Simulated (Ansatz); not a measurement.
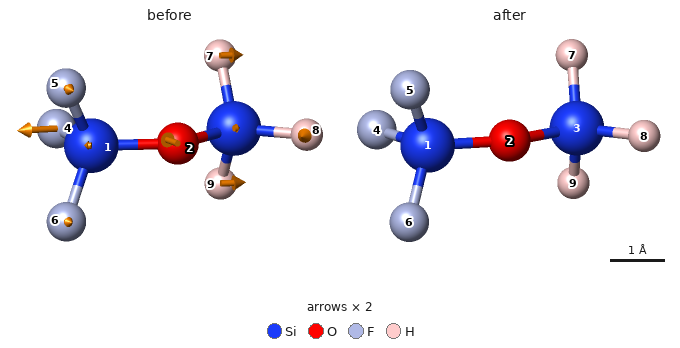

The structure of Si$_{2}$H$_{3}$OF$_{3}$ before (left) and after (right) a relaxation, at one scale. The orange arrows give the displacements, 2 times their true length.

Style: ball-and-stick. Shown at a tilt.

It is one of the separated reactants of a reaction.

Level of theory: RKS PBE0-D4/def2-TZVP (Ansatz 0.2.0).

Input file:
```yaml
crystal:
  periodic: [false, false, false]
  atoms:
    - {symbol: Si, position_ang: [-0.801545, 0.512439, 1.183518]}
    - {symbol: O, position_ang: [-0.342276, 0.107229, -0.313394]}
    - {symbol: Si, position_ang: [-1.072732, 0.207454, -1.825961]}
    - {symbol: F, position_ang: [-2.240001, 1.138994, 1.121939]}
    - {symbol: F, position_ang: [0.184608, 1.565103, 1.780706]}
    - {symbol: F, position_ang: [-0.840132, -0.753693, 2.096018]}
    - {symbol: H, position_ang: [-1.367958, 1.628668, -2.111675]}
    - {symbol: H, position_ang: [-0.084869, -0.345088, -2.774566]}
    - {symbol: H, position_ang: [-2.314759, -0.595978, -1.801758]}
basis:
  gaussian: {orbitals: def2-TZVP}
hamiltonian: {xc: pbe0, dispersion: d4}
relax: {f_tol: 0.005, max_steps: 200}
```

Command:
```bash
ansatz run in.yaml --threads 4 --pin off --events-out ev --progress --plain --max-ram 46080MiB --backend cuda --devices 0, --max-vram 37GiB
```

> What changed between the two?

F4 moves most after the best rigid fit: 0.40 Å. Largest moves by element: F 0.40 Å, O 0.32 Å, H 0.25 Å, Si 0.07 Å. Among the contacts that change: O2–Si3 1.683 → 1.646 Å, Si1–O2 1.617 → 1.585 Å, Si1–F5 1.561 → 1.569 Å. Bond angles that change, for instance: Si1–O2–Si3 133.9° → 155.2°, O2–Si1–F4 108.9° → 111.5°, O2–Si3–H8 105.4° → 107.5°. Over 9 accepted moves (10 points after the start) the energy falls by 1.40 kcal/mol. Largest force component: 1.3 eV/Å at the start, 0.0014 eV/Å at the end. The line search rejected the trial step at point 9 of the run. The forces were under the threshold at step 8, but the run went on from there. The run took about 16 s of wall time on a shared GPU.
